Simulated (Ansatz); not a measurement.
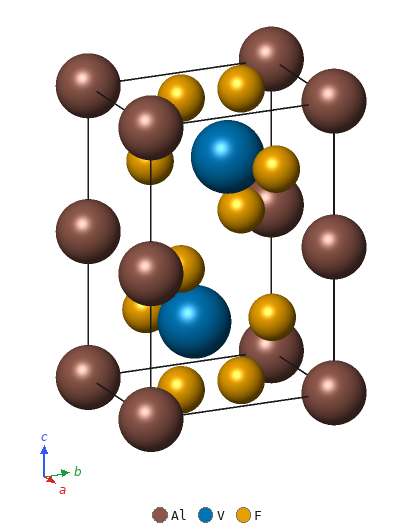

Drawn in the spheres-only manner and seen slightly off an axis. Lines trace the edges of the simulation cell.

```xyz
12
Lattice="2.8400 4.2031 0.0000 2.8400 -4.2031 0.0000 0.0000 0.0000 -6.5155" Properties=species:S:1:pos:R:3 pbc="T T T"
Al    0.0000    0.0000    0.0000
Al    0.0000    0.0000   -3.2577
V     2.8400   -1.1626   -4.8866
V     2.8400    1.1626   -1.6289
F     4.2986   -0.1421   -4.8866
F     1.3814    0.1421   -1.6289
F     4.2986    0.1421   -1.6289
F     1.3814   -0.1421   -4.8866
F     2.8400    2.0948   -0.2782
F     2.8400   -2.0948   -3.5360
F     2.8400   -2.0948   -6.2373
F     2.8400    2.0948   -2.9795
```

Calculation details: Ansatz 0.2.0, DFT, PAW plane waves, r2SCAN; cutoff 500 eV, the zone sampled with 7×7×5 points, Fermi-Dirac smearing of 0.1 eV, no spin polarisation. The pressure of the cell is 36 GPa.

**Give the Bader charge of each element.**

Al +1.80 e; V +1.75 e; F -0.97 to -0.81 e.

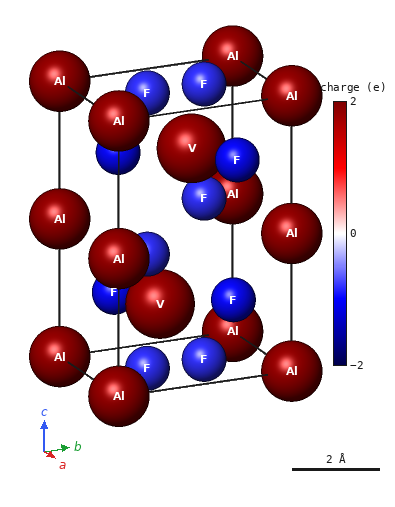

The atoms coloured by those charges.

About the cell: it is a generated cell, made by putting these elements into a known structure type (the compound may or may not exist in this form), and it is unrelaxed. It went into a calculation with Ansatz.

At this level of theory the cell isn't at rest (compressed, at 36 GPa and forces up to 6.3 eV/Å), so its distances can differ from those at equilibrium, the more so the softer the solid.
